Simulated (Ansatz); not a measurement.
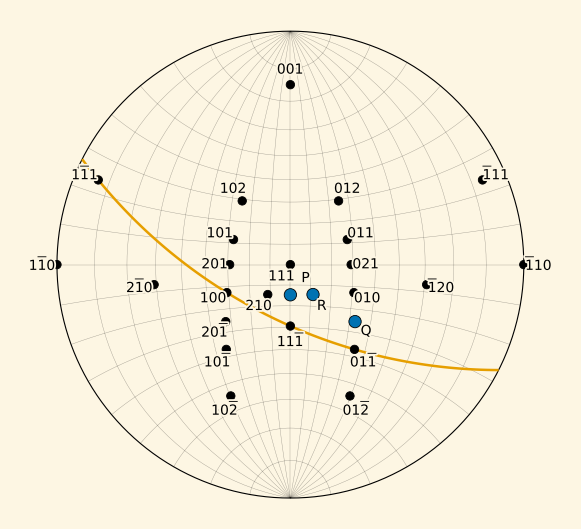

Stereographic projection of plane normals (upper hemisphere) centred on (1 1 1). Crystal: Zn, the geometry relaxed at fixed volume with Ansatz 0.2.0, DFT PBE, spin-orbit coupling, plane waves, PAW. Geometry calculated from the standardised cell; symmetry tolerance 0.002 Å.

a = 2.622 Å, b = 2.622 Å, c = 4.983 Å, α = 90.00°, β = 90.00°, γ = 120.00°.

### Index the poles marked P, Q, R.

P is (1 1 0), in four indices (1 1 −2 0), 14.7° from the centre; Q is (0 2 −1), in four indices (0 2 −2 −1), 40.5° from the centre; R is (1 2 0), in four indices (1 2 −3 0), 18.3° from the centre.

### Which zone does the coloured great circle trace?

The zone [0 1 1]: its poles satisfy k + l = 0.

### What is the angle between the normals of (0 1 −2) and (1 0 −1), and what are their d_hkl = 1/|g|?

52.0°; d = 1.678 Å and 2.067 Å.
